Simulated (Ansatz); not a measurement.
**One shape, several levels: NH3S (Thiohydroxylamine)**

Wanted: a comparison of 6 runs (B2PLYP/STO-3G, BLYP/STO-3G, MP2/STO-3G, UMP2/STO-3G, BCCD(T)/STO-3G, CCSD(T)/STO-3G) of NH3S (Thiohydroxylamine). 

The results are computed with Ansatz 0.2.0.

57 further runs of the same task are left out: 2 that didn't finish, 55 set aside as unsound or not needed.

### Step 1. The molecule

NH3S has 5 atoms, charge 0, and is taken as a singlet. SMILES: `NS`. The H3–N1 distance was set to 2.029 Å, away from the relaxed value. At this shape a bond of the SMILES string is far longer than usual.

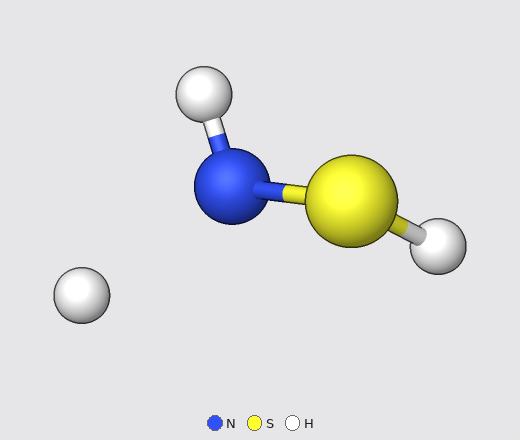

The structure, seen from a chosen angle (nitrogen blue, sulfur yellow, hydrogen white).

### Step 2. The energy at B2PLYP/STO-3G (run 1)

in.yaml

```yaml
crystal:
  periodic: [false, false, false]
  atoms:
    - symbol: "N"
      position_ang: [-0.340558, 0.285879, -0.838822]
    - symbol: S
      position_ang: [-0.009528, 1.747649, 0.003208]
    - symbol: H
      position_ang: [0.015040, -1.300690, 0.375430]
    - symbol: H
      position_ang: [-1.313788, 0.268559, -1.126332]
    - symbol: H
      position_ang: [0.937642, 2.171719, -0.841982]
basis:
  gaussian:
    orbitals: STO-3G
total_charge: 0
accuracy: high
hamiltonian:
  xc: {name: B2PLYP}
correlation:
  frozen_orbitals: {H: 0, "N": 1, S: 5}
```

The run is started by

```console
$ ansatz run in.yaml --threads 1 --pin off --max-ram 2610MiB --events-out events.jsonl --progress --plain --runs-dir runs
```

The log of the run:

```text
Warning: RAYON_NUM_THREADS=1 ignored (pool sized by the plan → 1); use --threads N
Functional definition: B2PLYP
  name "B2PLYP"
  parameter a = 0.53
  parameter c = 0.27
  exchange = (1 - a)*b88_x + a*exact_x
  correlation = (1 - c)*lyp_c + c*(mp2_os + mp2_ss)
287 factors; integrals over basis functions are off by at most 3.2e-8 eV
mean field evaluation 1: about -12218.4618 eV, gradient 1.2e1 eV
mean field evaluation 2: about -12218.4753 eV, gradient 1.2e1 eV
mean field evaluation 4: about -12219.4091 eV, gradient 4.1e0 eV
mean field evaluation 8: about -12219.4865 eV, gradient 7.2e-2 eV
mean field evaluation 16: about -12219.4866 eV, gradient 1.8e-6 eV
mean field -12219.48658568 eV, -449.0578493583 hartree, gradient 3.5e-8 eV, S^2 0.000000; 0 other end points of the search recorded, 0 dependent functions left out; unrestricted orbitals would lower it
6 core orbitals not correlated: weight in the atoms' cores, before any rotation towards them, 1.000 or more for the frozen orbitals, at most 0.000 for the correlated occupied ones
reference -12219.48660259 eV, -449.0578499795 hartree; 7, 7 occupied and 4, 4 virtual orbitals, 287 factors
second order -5.47486955 eV of doubles, -0.00000000 eV of singles
Total energy: -12220.96481736 eV, -449.1121733707 hartree
```

Run time: 1.2 s. Hardware: 1 thread of Arm Neoverse V1, shared host; peak memory 0.094 GiB.

### Step 3. A single-point energy at BLYP/STO-3G (run 2)

input.yaml

```yaml
basis:
  gaussian:
    orbitals: STO-3G
crystal:
  periodic: [false, false, false]
  atoms:
    - {symbol: N, position_ang: [-0.340558, 0.285879, -0.838822]}
    - {symbol: S, position_ang: [-0.009528, 1.747649, 0.003208]}
    - {symbol: H, position_ang: [0.015040, -1.300690, 0.375430]}
    - {symbol: H, position_ang: [-1.313788, 0.268559, -1.126332]}
    - {symbol: H, position_ang: [0.937642, 2.171719, -0.841982]}
hamiltonian:
  xc: {name: BLYP}
accuracy: high
```

The run is started by

```console
$ ansatz run input.yaml --threads 1 --pin off --max-ram 2610MiB --events-out events.jsonl --progress --plain --runs-dir runs
```

The log of the run:

```text
Warning: RAYON_NUM_THREADS=1 ignored (pool sized by the plan → 1); use --threads N
Functional definition: BLYP
  name "BLYP"
  parameter beta = 0.0042
  parameter a = 0.04918
  parameter b = 0.132
  parameter c = 0.2533
  parameter d = 0.349
  exchange = b88_x(beta = beta)
  correlation = lyp_c(a = a, b = b, c = c, d = d)
287 factors; integrals over basis functions are off by at most 3.2e-8 eV
mean field evaluation 1: about -12218.8183 eV, gradient 4.1e1 eV
mean field evaluation 2: about -12183.4967 eV, gradient 9.1e1 eV
mean field evaluation 4: about -12214.9666 eV, gradient 3.9e1 eV
mean field evaluation 8: about -12219.0845 eV, gradient 2.9e1 eV
mean field evaluation 16: about -12226.6507 eV, gradient 1.2e-5 eV
mean field -12226.65072441 eV, -449.3211266007 hartree, gradient 5.8e-9 eV, S^2 0.000000; 0 other end points of the search recorded, 0 dependent functions left out
reference -12226.65076018 eV, -449.3211279151 hartree; 13, 13 occupied and 4, 4 virtual orbitals, 287 factors
Total energy: -12226.65076018 eV, -449.3211279151 hartree
```

Wall time 1.1 s (1 thread of Arm Neoverse V1, shared host).

### Step 4. The energy at MP2/STO-3G (run 3)

run.yaml

```yaml
crystal:
  periodic: [false, false, false]
  atoms:
    - symbol: N
      position_ang: [-0.340558, 0.285879, -0.838822]
    - symbol: S
      position_ang: [-0.009528, 1.747649, 0.003208]
    - symbol: H
      position_ang: [0.015040, -1.300690, 0.375430]
    - symbol: H
      position_ang: [-1.313788, 0.268559, -1.126332]
    - symbol: H
      position_ang: [0.937642, 2.171719, -0.841982]
basis:
  gaussian:
    orbitals: STO-3G
correlation:
  method: mp2
  frozen_orbitals: {H: 0, "N": 1, S: 5}
accuracy: high
```

The run is started by

```console
$ ansatz run run.yaml --threads 1 --pin off --max-ram 2610MiB --events-out events.jsonl --progress --plain --runs-dir runs
```

The log of the run:

```text
Warning: RAYON_NUM_THREADS=1 ignored (pool sized by the plan → 1); use --threads N
Functional definition: HF
  name "HF"
  exchange = exact_x
  correlation = 0
287 factors; integrals over basis functions are off by at most 3.2e-8 eV
mean field evaluation 1: about -12199.6626 eV, gradient 8.6e0 eV
mean field evaluation 2: about -12199.7303 eV, gradient 8.6e0 eV
mean field evaluation 4: about -12200.3583 eV, gradient 1.5e0 eV
mean field evaluation 8: about -12200.3928 eV, gradient 2.3e-3 eV
mean field evaluation 16: about -12193.7742 eV, gradient 5.8e0 eV
mean field -12200.39190196 eV, -448.3561326744 hartree, gradient 1.7e-8 eV, S^2 0.000000; 3 other end points of the search recorded, 0 dependent functions left out; unrestricted orbitals would lower it
mean field evaluation 32: about -12200.9553 eV, gradient 2.2e1 eV
unrestricted determinant -12203.66948984 eV, -448.4765818074 hartree, S^2 0.9413
6 core orbitals not correlated: weight in the atoms' cores, before any rotation towards them, 1.000 or more for the frozen orbitals, at most 0.000 for the correlated occupied ones
reference -12200.39190196 eV, -448.3561326744 hartree; 7, 7 occupied and 4, 4 virtual orbitals, 287 factors
second order -3.86229739 eV of doubles, -0.00000000 eV of singles
Total energy: -12204.25419935 eV, -448.4980694856 hartree
```

Wall time 0.14 s (1 thread of Arm Neoverse V1, shared host).

Runs 4 to 5 aren't shown in full; the table further down has their settings and results.

### Step 5. A single-point energy at CCSD(T)/STO-3G (run 6)

molecule.yaml

```yaml
crystal:
  periodic: [false, false, false]
  atoms:
    - {symbol: N, position_ang: [-0.340558, 0.285879, -0.838822]}
    - {symbol: S, position_ang: [-0.009528, 1.747649, 0.003208]}
    - {symbol: H, position_ang: [0.015040, -1.300690, 0.375430]}
    - {symbol: H, position_ang: [-1.313788, 0.268559, -1.126332]}
    - {symbol: H, position_ang: [0.937642, 2.171719, -0.841982]}
basis:
  gaussian:
    orbitals: STO-3G
accuracy: high
correlation:
  method: ccsd_t
  frozen_orbitals: {H: 0, "N": 1, S: 5}
scf:
  omitted_lower_state_checks: [cluster_reference, increment]
```

The run is started by

```console
$ ansatz run molecule.yaml --threads 1 --pin off --max-ram 2610MiB --events-out events.jsonl --progress --plain --runs-dir runs
```

The log of the run:

```text
Warning: RAYON_NUM_THREADS=1 ignored (pool sized by the plan → 1); use --threads N
[... 4 set-up lines as earlier in the session ...]
these checks for a lower state are left out or cut short: cluster_reference, increment
287 factors; integrals over basis functions are off by at most 3.2e-8 eV
mean field evaluation 1: about -12199.6626 eV, gradient 8.6e0 eV
mean field evaluation 2: about -12199.7303 eV, gradient 8.6e0 eV
mean field evaluation 4: about -12200.3583 eV, gradient 1.5e0 eV
mean field evaluation 8: about -12200.3928 eV, gradient 2.3e-3 eV
mean field evaluation 16: about -12193.7742 eV, gradient 5.8e0 eV
mean field -12200.39190196 eV, -448.3561326744 hartree, gradient 1.7e-8 eV, S^2 0.000000; 3 other end points of the search recorded, 0 dependent functions left out; unrestricted orbitals would lower it
6 core orbitals not correlated: weight in the atoms' cores, before any rotation towards them, 1.000 or more for the frozen orbitals, at most 0.000 for the correlated occupied ones
reference -12200.39190196 eV, -448.3561326744 hartree; 7, 7 occupied and 4, 4 virtual orbitals, 287 factors
second order -3.86229739 eV of doubles, -0.00000000 eV of singles
cycle   1  -4.57406062 eV  change    -1.1e0 eV  update   1.4e-1
cycle   2  -5.67876094 eV  change    -1.1e0 eV  update   8.2e-2
cycle   3  -5.66419946 eV  change    1.5e-2 eV  update   2.3e-2
cycle   4  -5.72335995 eV  change   -5.9e-2 eV  update   1.9e-2
cycle   5  -5.78528205 eV  change   -6.2e-2 eV  update   1.4e-2
cycle   6  -5.76344106 eV  change    2.2e-2 eV  update   5.8e-3
cycle   7  -5.78480460 eV  change   -2.1e-2 eV  update   2.8e-3
cycle   8  -5.78396441 eV  change    8.4e-4 eV  update   9.0e-4
cycle   9  -5.78145033 eV  change    2.5e-3 eV  update   3.9e-4
cycle  10  -5.78344061 eV  change   -2.0e-3 eV  update   2.1e-4
cycle  11  -5.78298180 eV  change    4.6e-4 eV  update   7.6e-5
cycle  12  -5.78298417 eV  change   -2.4e-6 eV  update   2.5e-5
cycle  13  -5.78299708 eV  change   -1.3e-5 eV  update   8.7e-6
cycle  14  -5.78299518 eV  change    1.9e-6 eV  update   2.9e-6
cycle  15  -5.78299485 eV  change    3.2e-7 eV  update   1.2e-6
cycle  16  -5.78299433 eV  change    5.2e-7 eV  update   5.6e-7
cycle  17  -5.78299409 eV  change    2.4e-7 eV  update   2.1e-7
cycle  18  -5.78299434 eV  change   -2.5e-7 eV  update   1.3e-7
cycle  19  -5.78299456 eV  change   -2.1e-7 eV  update   9.9e-8
cycle  20  -5.78299447 eV  change    8.4e-8 eV  update   7.4e-8
cycle  21  -5.78299453 eV  change   -5.4e-8 eV  update   4.8e-8
cycle  22  -5.78299280 eV  change    1.7e-6 eV  update   2.9e-7
cycle  23  -5.78299187 eV  change    9.3e-7 eV  update   1.3e-7
cycle  24  -5.78299152 eV  change    3.4e-7 eV  update   4.3e-8
cycle  25  -5.78299150 eV  change    2.5e-8 eV  update   1.9e-8
cycle  26  -5.78299148 eV  change    1.8e-8 eV  update   1.1e-8
cycle  27  -5.78299146 eV  change    2.1e-8 eV  update   6.2e-9
cycle  28  -5.78299146 eV  change   -3.5e-9 eV  update   2.3e-9
cycle  29  -5.78299147 eV  change   -4.7e-9 eV  update   1.6e-9
cycle  30  -5.78299147 eV  change   -1.9e-9 eV  update  7.0e-10
cycle  31  -5.78299147 eV  change  -9.2e-11 eV  update  1.3e-10
perturbative correction -0.10607299 eV, -0.0038981104 hartree
WARN: these amplitudes may be one of several solutions (largest doubles amplitude 0.40, level shift 2.08 eV)
Total energy: -12206.28096642 eV, -448.5725518014 hartree
Checks for a lower state left out: cluster_reference, increment
```

It took 0.16 s on 1 thread of Arm Neoverse V1, shared host.

### Step 6. Overview of the runs

| run | level | frozen core orbitals | energy (Eh) | wall time |
| --- | --- | --- | --- | --- |
| 1 | B2PLYP/STO-3G | 6 | -449.112173 | 1.2 s |
| 2 | BLYP/STO-3G | – | -449.321128 | 1.1 s |
| 3 | MP2/STO-3G | 6 | -448.498069 | 0.14 s |
| 4 | UMP2/STO-3G | 6 | -448.532791 | 0.18 s |
| 5 | BCCD(T)/STO-3G | 6 | -448.572208 | 0.18 s |
| 6 | CCSD(T)/STO-3G | 6 | -448.572552 | 0.16 s |

### Step 7. Summary of results

```
                                          quantity          value
                               run 6: total energy  -448.57255 Eh
run 6: correlation energy (6 core orbitals frozen)     -216.4 mEh
                             run 6: (T) correction      -3.90 mEh
                              run 6: T1 diagnostic          0.037
```

Totals of different functionals can't be ranked against each other. In run 6 the T1 diagnostic is large, so a single reference may not serve. In runs 1, 3, 5, 6 the log says that unrestricted orbitals would lower the reference, so the values rest on an unstable closed-shell determinant (other closed-shell runs at this shape may share the fault). In runs 1, 2, 3, 4, 5, 6 the basis is minimal, so the values are rough. In runs 1, 2, 3, 6 a closed-shell determinant meets a far-stretched bond, which it describes badly. Spin contamination of the reference: run 4 ⟨S²⟩ = 0.94. Where it is this large, the reference is a mixture of spin states, and values that rest on it are in doubt. All runs together took 2.9 s, the longest 1.2 s.
